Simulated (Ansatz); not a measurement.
Input file:

```
crystal:
  periodic: [false, false, false]
  atoms:
    - { symbol: Si, position_ang: [-0.2732, 0.3454, 0.1128] }
    - { symbol: S, position_ang: [1.3633, -0.4955, -1.6177] }
    - { symbol: S, position_ang: [-1.1032, 1.5736, -1.3343] }
    - { symbol: H, position_ang: [0.2571, 0.7905, -2.1975] }
    - { symbol: "N", position_ang: [0.6696, 0.9663, 1.3916] }
    - { symbol: "N", position_ang: [-1.0151, -1.0879, 0.6644] }
    - { symbol: H, position_ang: [0.5248, -1.4023, -2.0958] }
    - { symbol: H, position_ang: [1.1666, 0.3442, 2.0089] }
    - { symbol: H, position_ang: [1.1841, 1.8197, 1.2485] }
    - { symbol: H, position_ang: [-0.9632, -1.3747, 1.6268] }
    - { symbol: H, position_ang: [-1.8108, -1.4794, 0.1923] }
basis:
  gaussian: { orbitals: def2-SVP }
hamiltonian:
  xc: revpbe
  dispersion: d4
relax:
  f_tol: 0.15
  max_steps: 25
  restrain:
    - { distance: [3, 1], at: 2.66, k: 30.0 }
    - { distance: [0, 1], at: 2.16, k: 30.0 }
    - { distance: [3, 2], at: 1.36, k: 30.0 }
output:
  orbitals: {}
```

Launched as:

```sh
ansatz run input.yaml --threads 2 --pin off --max-ram 3072MiB --backend cpu --events-out ev --progress --plain --runs-dir out
```

The fields are those of the run's last geometry, not of the input's.

Not at a stationary point (largest force 0.5 eV/Å).

All numbers below come from RKS revPBE-D4/def2-SVP (Ansatz 0.2.0).

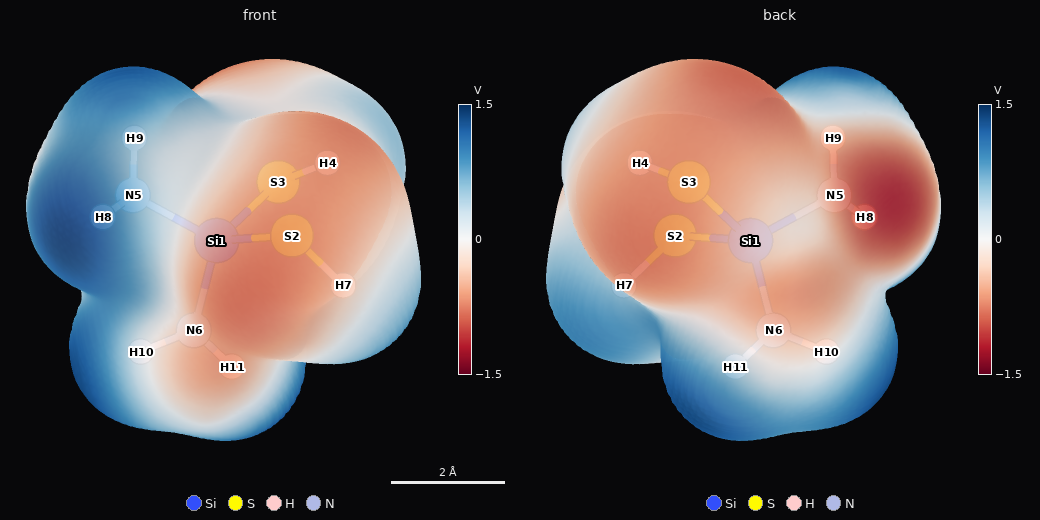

H6N2S2Si. The electrostatic potential painted on the density surface at 0.001 e/bohr³, seen from the front and from behind; the colour scale runs from red (negative) to blue (positive).

Which sites attract a positive test charge, and which a negative one?

A positive charge is drawn to the negative regions and a negative charge to the positive ones. The most negative region (about −1.1 V) lies over N5, the most positive (about +1.3 V) over H8, H10 and H11. N5 is the likeliest acceptor of a hydrogen bond.
